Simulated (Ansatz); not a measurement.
# Run report: CH₆Ge, nudged elastic band

- system: CH₆Ge, SMILES [CH3][GeH3]
- method: CAM-B3LYP/6-31G**, RKS, dispersion D3(BJ)-ATM (Ansatz 0.2.0)

The starting geometry was optimised with CAM-B3LYP-D3(BJ)-ATM/6-31G**. Figures and captions count atoms from 1; the log counts them from 0 in places.

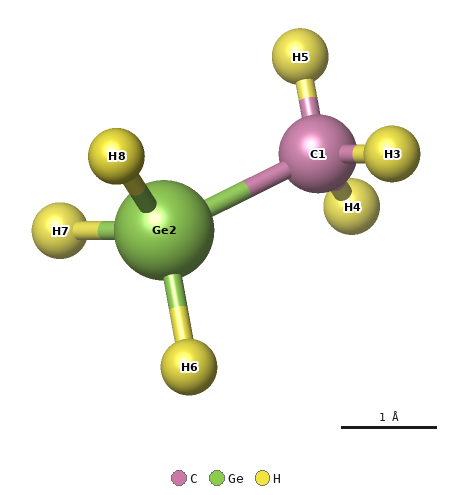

*The structure as given in the input (ball-and-stick view, seen at a tilt; atoms are numbered from 1 in the order of the input). Sticks mark near contacts.*

## Summary

```tsv
quantity	value
outcome	converged
barrier, forward	0.047 eV
barrier, backward	0.046 eV
dipole moment (one image of the band)	0.75 D
hardware	1 thread of Arm Neoverse V1, 24 GiB of memory available, shared host
wall time	2.2 min
peak memory	0.17 GiB
```

## The input
```yaml
crystal:
  periodic: [false, false, false]
  atoms:
    - symbol: C
      position_ang: [-0.310875, 0.190253, -0.971367]
    - symbol: Ge
      position_ang: [0.297133, -0.182019, 0.847392]
    - symbol: H
      position_ang: [-1.380825, 0.403736, -0.977047]
    - symbol: H
      position_ang: [0.218379, 1.052995, -1.378762]
    - symbol: H
      position_ang: [-0.124023, -0.669340, -1.616812]
    - symbol: H
      position_ang: [0.032808, 1.023585, 1.758853]
    - symbol: H
      position_ang: [1.802296, -0.479406, 0.859684]
    - symbol: H
      position_ang: [-0.442692, -1.397003, 1.422357]
basis:
  gaussian:
    orbitals: 6-31G_st__st_.json
total_charge: 0
hamiltonian:
  xc: {name: CAM-B3LYP}
  dispersion: d3bjatm
neb:
  images: 3
  max_iterations: 60
  climbing: true
  final_atoms:
    - {symbol: C, position_ang: [-0.311060, 0.190337, -0.971809]}
    - {symbol: Ge, position_ang: [0.297107, -0.182028, 0.847339]}
    - {symbol: H, position_ang: [-0.123906, 1.234416, -1.227663]}
    - {symbol: H, position_ang: [0.218038, -0.443242, -1.685410]}
    - {symbol: H, position_ang: [-1.381156, -0.003505, -1.060746]}
    - {symbol: H, position_ang: [-0.352679, 0.790384, 1.840715]}
    - {symbol: H, position_ang: [1.820760, -0.030211, 0.946132]}
    - {symbol: H, position_ang: [-0.075109, -1.613292, 1.255822]}
```

Launch command:
```bash
ansatz run input.yaml --threads 1 --pin off --max-ram 2610MiB --events-out events.jsonl --progress --plain --runs-dir runs
```

## Output
```
Functional definition: CAM-B3LYP
  name "CAM-B3LYP"
  parameter alpha = 0.19
  parameter beta = 0.46
  parameter omega = 0.33/bohr
  parameter ac = 0.81
  exchange = (1 - alpha - beta)*b88_x + beta*b88_x_sr(omega) + alpha*exact_x + beta*exact_x_lr(omega)
  correlation = (1 - ac)*vwn5_c + ac*lyp_c
854 factors; integrals over basis functions are off by at most 2.7e-4 eV
262 factors; integrals over basis functions are off by at most 7.2e-7 eV
mean field evaluation 1: about -57645.6230 eV, gradient 3.4e1 eV
mean field evaluation 2: about -57645.8041 eV, gradient 3.2e1 eV
mean field evaluation 4: about -57647.9627 eV, gradient 9.8e-1 eV
mean field evaluation 8: about -57647.9674 eV, gradient 2.3e-3 eV
mean field -57647.96740681 eV, -2118.5237270044 hartree, gradient 1.6e-5 eV, S^2 0.000000; 0 other end points of the search recorded, 0 dependent functions left out
the calculation of the forces begins
reference -57647.96750891 eV, -2118.5237307565 hartree; 22, 22 occupied and 58, 58 virtual orbitals, 854 factors
854 factors; integrals over basis functions are off by at most 6.0e-4 eV
262 factors; integrals over basis functions are off by at most 7.0e-7 eV
mean field evaluation 16: about -57647.9588 eV, gradient 1.7e0 eV
mean field -57647.96661706 eV, -2118.5236979816 hartree, gradient 1.6e-5 eV, S^2 0.000000; 0 other end points of the search recorded, 0 dependent functions left out
[... from here on the field's lines of each further geometry are left out, up to the last ...]
NEB iter   1: max|band force component| = 1.917e1 eV/Å  barrier→ = 5.4463 eV  barrier← = 5.4455 eV  Δτ_max = 0.1877 Å  (111 SCF iters)
NEB iter   2: max|band force component| = 1.939e0 eV/Å  barrier→ = 0.2748 eV  barrier← = 0.2740 eV  Δτ_max = 0.0415 Å  (81 SCF iters)
NEB iter   3: max|band force component| = 9.135e-1 eV/Å  barrier→ = 0.0991 eV  barrier← = 0.0983 eV  Δτ_max = 0.0392 Å  (72 SCF iters)
NEB iter   4: max|band force component| = 9.992e-2 eV/Å  barrier→ = 0.0476 eV  barrier← = 0.0468 eV  CI = image 2  Δτ_max = 0.0239 Å  (72 SCF iters)
the calculation of the forces begins
reference -57647.92217634 eV, -2118.5220648153 hartree; 22, 22 occupied and 58, 58 virtual orbitals, 854 factors
these checks for a lower state are left out or cut short: stability, starts, cluster_reference, orbital_swaps, neighbouring_geometries, increment
854 factors; integrals over basis functions are off by at most 2.6e-4 eV
262 factors; integrals over basis functions are off by at most 7.0e-7 eV
mean field -57647.93269199 eV, -2118.5224512584 hartree, gradient 1.4e-6 eV, S^2 0.000000; 0 other end points of the search recorded, 0 dependent functions left out
the calculation of the forces begins
reference -57647.93279342 eV, -2118.5224549859 hartree; 22, 22 occupied and 58, 58 virtual orbitals, 854 factors
NEB iter   5: max|band force component| = 4.809e-2 eV/Å  barrier→ = 0.0469 eV  barrier← = 0.0461 eV  CI = image 2  CI's point: of a kind that is not told: the force calls were inconclusive, a negative curvature could not be distinguished from the path's own, the only one lies far off the path, or fixed occupations may fill a level only in part  Δτ_max = 0.0000 Å  (588 SCF iters)
```

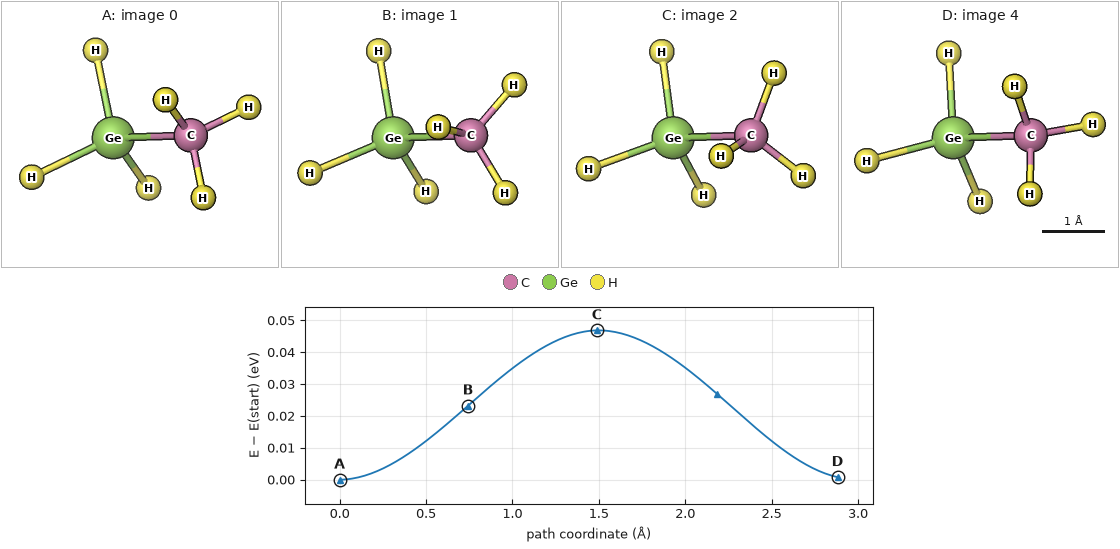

*Images of the last band (counted from 0; ball-and-stick, seen at a tilt) above the energy along the path; the line is a cubic interpolation that uses the forces.*

The highest image is number 2, 0.047 eV above the start and 0.046 eV above the end (the climbing image); the end lies 0.001 eV above the start. The path is 2.88 Å long. The band converged in 5 iterations.

```
Total energy: -57648.00748791 eV, -2118.5251999577 hartree
Atom 0 at    -0.313808     0.192039    -0.980146 Å, force     0.016077    -0.009866     0.048090 eV/Å
Atom 1 at     0.297391    -0.182177     0.848164 Å, force    -0.000233     0.000167    -0.000705 eV/Å
Atom 2 at    -0.990194     1.046960    -0.987091 Å, force    -0.006468     0.006887    -0.001314 eV/Å
Atom 3 at     0.535196     0.416662    -1.626035 Å, force     0.006445     0.002716    -0.006485 eV/Å
Atom 4 at    -0.841149    -0.670326    -1.388403 Å, force    -0.004237    -0.007001    -0.004927 eV/Å
Atom 5 at    -0.303829     0.818423     1.843581 Å, force    -0.008043     0.009117    -0.008764 eV/Å
Atom 6 at     1.825344    -0.086319     0.946626 Å, force     0.004143     0.003111    -0.014071 eV/Å
Atom 7 at    -0.116750    -1.592461     1.287602 Å, force    -0.007683    -0.005132    -0.011825 eV/Å
Dipole moment:    -0.048570     0.029733    -0.145284 e Å
this run last wrote the band of iteration 5 to runs//neb_band.json
```

## The last band as extended XYZ (Å, eV, eV/Å)
```
8
Properties=species:S:1:pos:R:3:forces:R:3 image=0 energy=-57648.05425
C    -0.3109    0.1903   -0.9714    0.0001  -0.0002  -0.0003
Ge    0.2971   -0.1820    0.8474    0.0003  -0.0002   0.0009
H    -1.3808    0.4037   -0.9770   -0.0009   0.0001  -0.0005
H     0.2184    1.0530   -1.3788    0.0000   0.0008  -0.0007
H    -0.1240   -0.6693   -1.6168    0.0001  -0.0003  -0.0009
H     0.0328    1.0236    1.7589    0.0002   0.0003   0.0006
H     1.8023   -0.4794    0.8597    0.0005  -0.0003   0.0003
H    -0.4427   -1.3970    1.4224   -0.0002  -0.0003   0.0006
8
Properties=species:S:1:pos:R:3:forces:R:3 image=1 energy=-57648.03097
C    -0.3122    0.1911   -0.9755    0.0029  -0.0017   0.0086
Ge    0.2972   -0.1821    0.8477    0.0018  -0.0011   0.0053
H    -1.2496    0.7484   -0.9564   -0.0143  -0.0179   0.0026
H     0.4314    0.7820   -1.5115   -0.0062   0.0208   0.0078
H    -0.4736   -0.7398   -1.5204    0.0218  -0.0036  -0.0065
H    -0.1580    0.9229    1.8095    0.0085   0.0155  -0.0065
H     1.8281   -0.2636    0.9027    0.0042  -0.0145  -0.0112
H    -0.2713   -1.5161    1.3482   -0.0186   0.0027  -0.0001
8
Properties=species:S:1:pos:R:3:forces:R:3 image=2 energy=-57648.00739
C    -0.3138    0.1920   -0.9801    0.0161  -0.0099   0.0481
Ge    0.2974   -0.1822    0.8482   -0.0002   0.0002  -0.0007
H    -0.9902    1.0470   -0.9871   -0.0065   0.0069  -0.0013
H     0.5352    0.4167   -1.6260    0.0064   0.0027  -0.0065
H    -0.8411   -0.6703   -1.3884   -0.0042  -0.0070  -0.0049
H    -0.3038    0.8184    1.8436   -0.0080   0.0091  -0.0088
H     1.8253   -0.0863    0.9466    0.0041   0.0031  -0.0141
H    -0.1168   -1.5925    1.2876   -0.0077  -0.0051  -0.0118
8
Properties=species:S:1:pos:R:3:forces:R:3 image=3 energy=-57648.02736
C    -0.3125    0.1912   -0.9762    0.0048  -0.0029   0.0143
Ge    0.2973   -0.1821    0.8479    0.0003  -0.0002   0.0008
H    -0.6651    1.2202   -1.0562    0.0204   0.0095  -0.0029
H     0.5028    0.0482   -1.6864   -0.0022  -0.0225  -0.0019
H    -1.1301   -0.4773   -1.2481   -0.0165   0.0120   0.0100
H    -0.4316    0.7123    1.8590   -0.0179  -0.0049  -0.0028
H     1.8038    0.0754    0.9814    0.0011   0.0182  -0.0045
H     0.0277   -1.6451    1.2229    0.0100  -0.0091  -0.0130
8
Properties=species:S:1:pos:R:3:forces:R:3 image=4 energy=-57648.05345
C    -0.3110    0.1903   -0.9718    0.0008  -0.0004   0.0023
Ge    0.2971   -0.1820    0.8473   -0.0004   0.0024   0.0016
H    -0.3322    1.2664   -1.1515    0.0054  -0.0029  -0.0023
H     0.3606   -0.2707   -1.6977   -0.0054  -0.0035   0.0013
H    -1.3153   -0.2081   -1.1246    0.0001   0.0064   0.0014
H    -0.5714    0.5656    1.8678   -0.0021  -0.0038  -0.0021
H     1.7534    0.2659    1.0293   -0.0018   0.0042   0.0000
H     0.2110   -1.6845    1.1456    0.0034  -0.0025  -0.0022
```

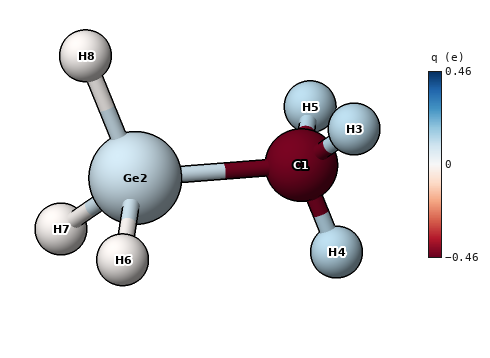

*Mulliken charges, as the colour of each atom (ball-and-stick view, seen at a tilt; atoms are numbered from 1 in the order of the input).*

By element: C −0.44, Ge +0.10 and H −0.01 to +0.13 e.
